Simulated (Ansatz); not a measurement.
**Geometry relaxation of CH6SSeSi (part 2 of 2)**

CH6SSeSi, SMILES C[Se][SiH2]S; RKS B3LYP-D4/def2-SVP (Ansatz 0.2.0). It belongs to a series of runs on one base structure; here: end point B relaxed.

Geometry of the input (Å):
```
C  -1.1813  1.0712  -0.5331
Se -0.3220  1.0218  1.1721
Si 0.4641  -1.0614  0.7141
S  -1.2001  -2.3551  0.0440
H  -0.4886  1.0488  -1.3878
H  -1.7733  2.0963  -0.6178
H  -1.9310  0.2854  -0.6287
H  1.1119  -1.6284  1.8256
H  1.4368  -0.9376  -0.4574
H  -1.5106  -1.4750  -0.9658
```

Trajectory as extended XYZ, continued:
```
10
Properties=species:S:1:pos:R:3:forces:R:3 step=4 energy=-85186.57079
C    -1.2626    1.2574   -0.5704   -0.0430  -0.0519   0.0244
Se   -0.3140    1.0043    1.1491    0.0147  -0.0648  -0.0311
Si    0.4628   -1.0996    0.6652   -0.0054   0.0309   0.0628
S    -1.0994   -2.5016    0.1409   -0.0673   0.0981  -0.1907
H    -0.5741    1.1586   -1.4211    0.0096   0.0150   0.0184
H    -1.6733    2.2739   -0.5490   -0.0088   0.0408  -0.0156
H    -2.0874    0.5343   -0.6539    0.0559   0.0366   0.0188
H     1.0969   -1.6415    1.8988   -0.0219   0.0458  -0.0397
H     1.4467   -1.0270   -0.4514   -0.0016  -0.0115  -0.0236
H    -1.3896   -1.8929   -1.0432    0.0677  -0.1389   0.1763
10
Properties=species:S:1:pos:R:3:forces:R:3 step=7 energy=-85186.58499
C    -1.2502    1.3061   -0.5561   -0.0182   0.0083  -0.0006
Se   -0.2916    1.0255    1.1510    0.0073  -0.0229  -0.0184
Si    0.4202   -1.0929    0.6583    0.0176  -0.0021   0.0461
S    -1.1718   -2.4893    0.2058   -0.0153   0.0194  -0.0319
H    -0.5531    1.2659   -1.4042   -0.0042   0.0084   0.0035
H    -1.7047    2.3040   -0.5031    0.0024  -0.0058  -0.0005
H    -2.0382    0.5487   -0.6657    0.0073   0.0099   0.0014
H     1.0909   -1.6032    1.8811    0.0240   0.0163   0.0145
H     1.3505   -1.0740   -0.5067   -0.0079  -0.0040  -0.0008
H    -1.2462   -2.1248   -1.0952   -0.0130  -0.0276  -0.0133
10
Properties=species:S:1:pos:R:3:forces:R:3 step=11 energy=-85186.58300 accepted=F
C    -1.2690    1.3468   -0.5382    0.0392   0.0396  -0.0374
Se   -0.1666    1.0791    1.0864   -0.0585  -0.0059  -0.0708
Si    0.4112   -1.0921    0.6570   -0.0106  -0.0570   0.0082
S    -1.3036   -2.3439    0.1821    0.1637   0.0468  -0.5326
H    -0.6341    1.3712   -1.4365   -0.0432  -0.0131   0.0564
H    -1.7778    2.3143   -0.4251    0.0375  -0.0302   0.0312
H    -2.0154    0.5440   -0.6096    0.0311  -0.0026   0.0035
H     1.0424   -1.5836    1.9130   -0.0010   0.0165  -0.0440
H     1.3490   -1.2254   -0.4981   -0.0249   0.0260   0.0511
H    -1.0303   -2.3445   -1.1658   -0.1332  -0.0201   0.5343
10
Properties=species:S:1:pos:R:3:forces:R:3 step=14 energy=-85186.59036
C    -1.2595    1.3423   -0.5452   -0.0107   0.0033   0.0077
Se   -0.2090    1.0619    1.1068    0.0046  -0.0084  -0.0138
Si    0.4090   -1.0934    0.6571   -0.0135  -0.0071  -0.0047
S    -1.2762   -2.3850    0.1978    0.0312   0.0207  -0.1307
H    -0.6033    1.3633   -1.4260   -0.0058   0.0013   0.0134
H    -1.7602    2.3135   -0.4356    0.0046  -0.0142  -0.0062
H    -2.0102    0.5458   -0.6378    0.0120   0.0121  -0.0049
H     1.0636   -1.5837    1.8987   -0.0004   0.0001  -0.0048
H     1.3399   -1.1790   -0.5049   -0.0090   0.0019   0.0068
H    -1.0883   -2.3197   -1.1457   -0.0129  -0.0095   0.1373
10
Properties=species:S:1:pos:R:3:forces:R:3 step=17 energy=-85186.59156
C    -1.2539    1.3667   -0.5413   -0.0051   0.0194  -0.0215
Se   -0.1946    1.0692    1.1007   -0.0066  -0.0129   0.0013
Si    0.3916   -1.0929    0.6492    0.0180   0.0136   0.0025
S    -1.3234   -2.3459    0.1990    0.0154  -0.0116  -0.1303
H    -0.5961    1.4448   -1.4178   -0.0134  -0.0043   0.0160
H    -1.7937    2.3126   -0.3998    0.0071  -0.0175  -0.0025
H    -1.9714    0.5443   -0.6657    0.0078   0.0121   0.0011
H     1.0631   -1.5756    1.8846    0.0021  -0.0072   0.0011
H     1.3053   -1.2029   -0.5235    0.0027   0.0005  -0.0016
H    -1.0209   -2.4544   -1.1203   -0.0280   0.0078   0.1340
10
Properties=species:S:1:pos:R:3:forces:R:3 step=20 energy=-85186.58624 accepted=F
C    -1.2517    1.4069   -0.5345    0.0048  -0.0316   0.0270
Se   -0.2140    1.0661    1.1155   -0.0105   0.0011  -0.0136
Si    0.3704   -1.0854    0.6329   -0.0424  -0.0825  -0.0411
S    -1.3843   -2.2947    0.1777    0.2561  -0.1061  -0.4788
H    -0.5807    1.5091   -1.3968    0.0116   0.0088  -0.0091
H    -1.7961    2.3456   -0.3727   -0.0081   0.0127  -0.0021
H    -1.9611    0.5837   -0.6917   -0.0020   0.0105  -0.0042
H     1.0748   -1.5764    1.8486   -0.0089   0.0104  -0.0099
H     1.2597   -1.2029   -0.5597    0.0006   0.0220   0.0227
H    -0.9111   -2.6859   -1.0541   -0.2013   0.1547   0.5091
10
Properties=species:S:1:pos:R:3:forces:R:3 step=24 energy=-85186.59341
C    -1.2508    1.4044   -0.5365    0.0061  -0.0165   0.0048
Se   -0.2225    1.0583    1.1169   -0.0024   0.0044   0.0059
Si    0.3717   -1.0911    0.6308   -0.0089  -0.0006  -0.0045
S    -1.3727   -2.3077    0.1845    0.0335  -0.0095  -0.0710
H    -0.5748    1.5083   -1.3952    0.0012   0.0015  -0.0027
H    -1.7942    2.3444   -0.3767   -0.0028   0.0057   0.0030
H    -1.9626    0.5848   -0.7004    0.0001   0.0017  -0.0028
H     1.0766   -1.5781    1.8469    0.0012   0.0041  -0.0020
H     1.2646   -1.1912   -0.5594   -0.0012  -0.0045   0.0005
H    -0.9294   -2.6661   -1.0457   -0.0267   0.0137   0.0689
10
Properties=species:S:1:pos:R:3:forces:R:3 step=27 energy=-85186.59388
C    -1.2494    1.4144   -0.5355   -0.0059  -0.0178   0.0004
Se   -0.2355    1.0503    1.1227    0.0125   0.0281   0.0078
Si    0.3686   -1.0912    0.6226   -0.0125  -0.0019   0.0029
S    -1.3866   -2.2903    0.1772    0.0084  -0.0063  -0.0134
H    -0.5666    1.5325   -1.3869    0.0062   0.0026   0.0018
H    -1.7992    2.3496   -0.3685    0.0025   0.0031   0.0052
H    -1.9558    0.5939   -0.7171   -0.0020  -0.0009  -0.0041
H     1.0819   -1.5791    1.8334   -0.0002   0.0012   0.0013
H     1.2585   -1.1904   -0.5699   -0.0032   0.0028  -0.0036
H    -0.9100   -2.7235   -1.0128   -0.0058  -0.0109   0.0018
10
Properties=species:S:1:pos:R:3:forces:R:3 step=30 energy=-85186.59448
C    -1.2463    1.4257   -0.5338    0.0014   0.0001  -0.0027
Se   -0.2418    1.0496    1.1278   -0.0032  -0.0025   0.0008
Si    0.3601   -1.0896    0.6140    0.0010   0.0017  -0.0017
S    -1.4005   -2.2797    0.1660    0.0072  -0.0021  -0.0100
H    -0.5560    1.5607   -1.3768   -0.0028  -0.0004   0.0038
H    -1.8041    2.3548   -0.3584    0.0007  -0.0021  -0.0009
H    -1.9448    0.6025   -0.7334    0.0025   0.0043   0.0003
H     1.0825   -1.5816    1.8184   -0.0010  -0.0001  -0.0022
H     1.2451   -1.1793   -0.5833   -0.0020  -0.0019   0.0002
H    -0.8883   -2.7972   -0.9754   -0.0038   0.0028   0.0124
```

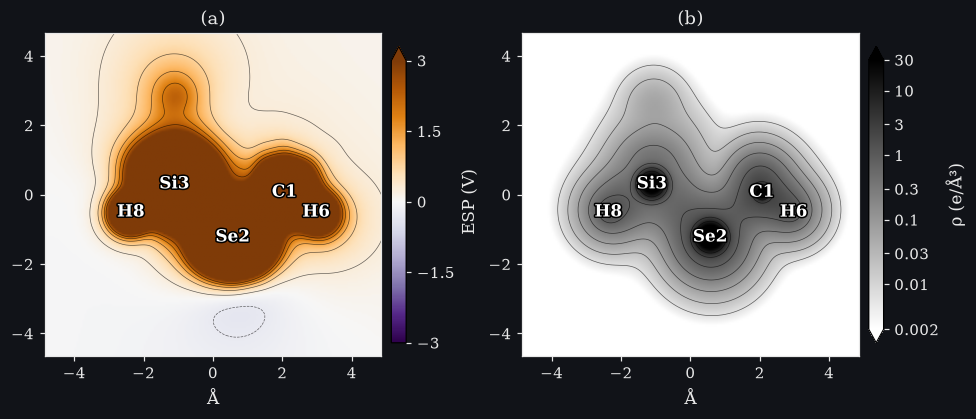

Figure 1. (a) molecular electrostatic potential; (b) total electron density on the plane of atoms C1, Se2 and Si3. The section cuts through C, Se, Si and H sites. C–Se (1.98 Å): ρ is about 0.94 e/Å³ halfway. Si–Se (2.28 Å): ρ is about 0.73 e/Å³ halfway, with its minimum of 0.61 e/Å³ about 0.8 Å from Si. C–H (1.10 Å): ρ at the midpoint is about 1.9 e/Å³. Si–H (1.49 Å): ρ at the midpoint is about 0.78 e/Å³.

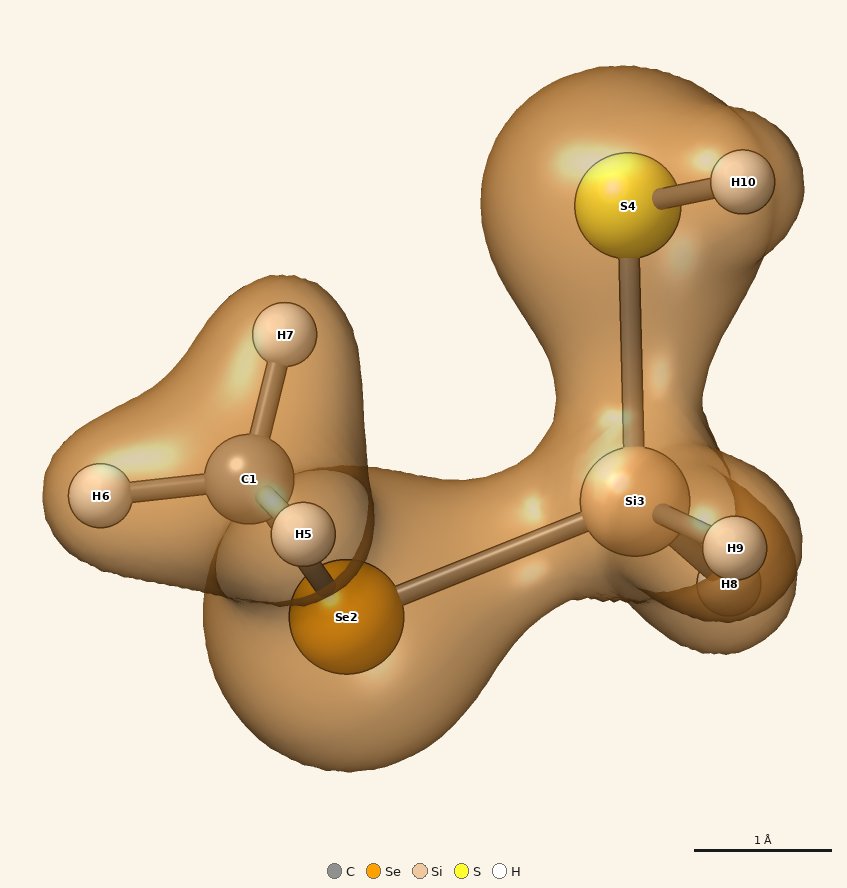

Figure 2. Isosurface of the total electron density at 0.4 e/Å³ (orange), seen at a tilt. At this value the surface is in one piece. On the grid the lowest density along these lines, outside the cores, is 0.94 e/Å³ (C–Se, 1.98 Å), 0.61 e/Å³ (Si–S, 2.17 Å), 0.61 e/Å³ (Si–Se, 2.28 Å) and 1.8 e/Å³ (C–H, 1.10 Å).

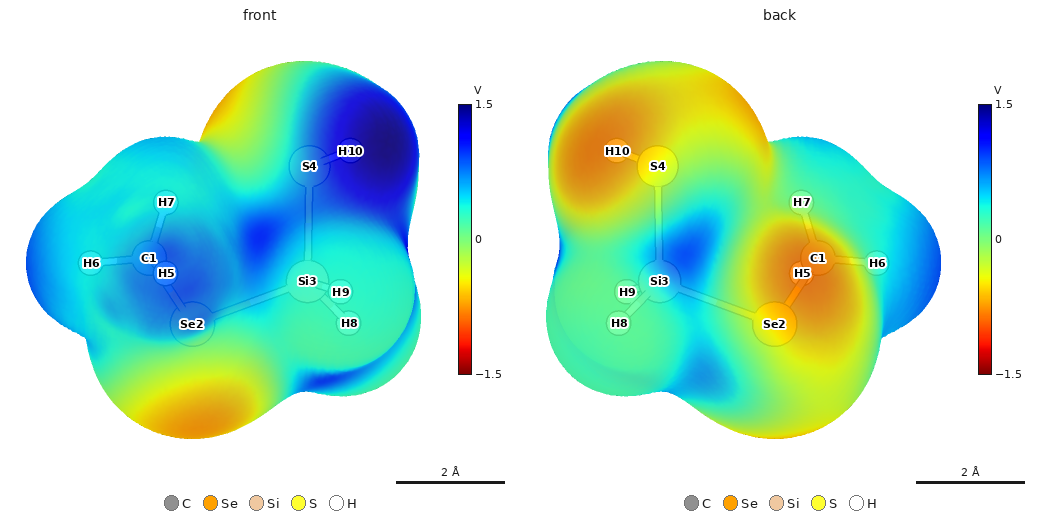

Figure 3. The molecular electrostatic potential painted on the density surface at 0.002 e/bohr³, seen at a tilt and from behind; red is negative and blue positive. A positive charge is drawn to the negative regions and a negative charge to the positive ones.
